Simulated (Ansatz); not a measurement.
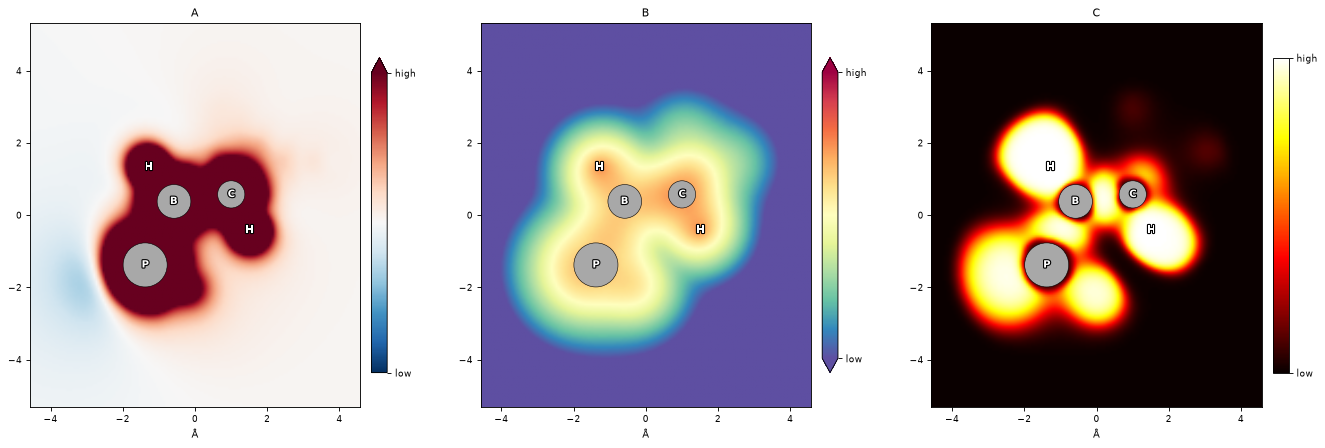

C₂H₁₀BPSi (SMILES CCBP[SiH3]): 3 fields on the plane of atoms B3, C2 and H10, with unlabelled colour scales. Grey discs cover the atomic cores.

Not at a stationary point (largest force 1.4 eV/Å).

These are results of SCF hf, Gaussian basis (Ansatz 0.2.0), not measurements.

Question: The panels show electron density, electron localisation function and electrostatic potential in some order. Assign them.

Answer: Panel A: electrostatic potential (strongly positive close to the atoms, with negative regions outside electron-rich atoms). Panel B: electron density. Panel C: electron localisation function. From the grid: C–B (1.60 Å): ρ is about 1.4 e/Å³ halfway; the ELF peaks at about 1 between the atoms, as expected for a covalent bond. B–P (1.93 Å): ρ at the midpoint is about 0.99 e/Å³; the ELF peaks at about 1 between the atoms, as expected for a shared electron pair.
